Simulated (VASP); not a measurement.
Here is the system:

```
CELL_PARAMETERS angstrom
      3.22219     0.00000     0.00000
      0.00000     3.22219     0.00000
      0.00000     0.00000     3.22219
ATOMIC_POSITIONS crystal
  Zr 0.00000 0.00000 0.00000
  P  0.50000 0.50000 0.50000
```

Calculation: PBEsol GGA, VASP's PBE PAW potentials (set 64) (plane waves; VASP). Numerical set-up: 400 eV cut-off, 13×13×13 Γ-centred mesh, tetrahedra with Blöchl corrections, potentials Zr_sv P.

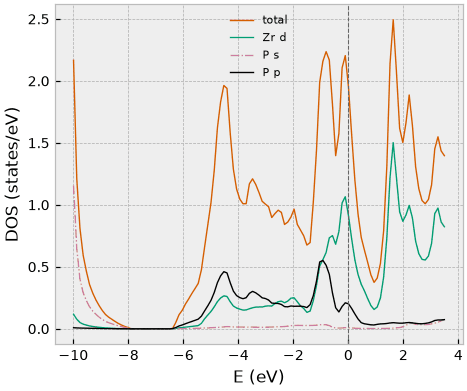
Figure. Total and projected density of states, zero at the Fermi level

Within 2 eV below the Fermi level the largest weight inside VASP's projection spheres is Zr d, then P p.

It has no gap at this level: it comes out as a metal or semimetal.

The structure was generated: ZrP was put into the CsCl type type (Pm-3m), which need not be its known phase. It was relaxed first, which changed the volume by -32 %. The electron count is odd and the run is not spin-polarised, which forces a metal.
